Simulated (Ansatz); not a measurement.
## A computed series for hypothetical CdI2 type TeS2: response to strain

Start from TeS2 in the CdI2 type structure (space group P-3m1, No. 164; a = 3.744 Å, c = 5.460 Å; a hypothetical phase, not in the database extracts checked; layered; relaxed with 0.1 eV smearing).

Strains are applied to the cell and any free atomic positions relax.

Level of theory: PBEsol-D3(BJ) in Ansatz (plane waves to 420 eV, PAW, no spin-orbit coupling).

Notes on the quantities. pressure: mean of the normal stresses, compression positive.

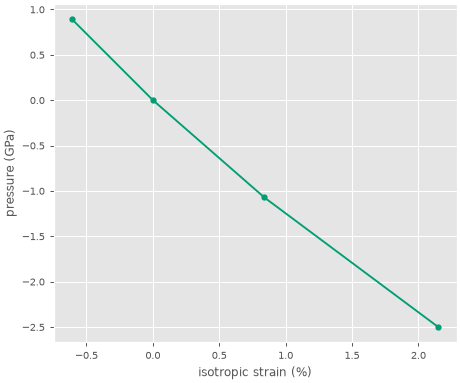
*Pressure against isotropic strain*

| isotropic strain (%) | pressure |
|---|---|
| -0.61 | 0.9 GPa |
| 0.84 | -1.1 GPa |
| 2.15 | -2.5 GPa |

Stability against distortions was not tested. The final runs are not spin-polarised.

Ansatz is a quantum-chemistry and plane-wave program.
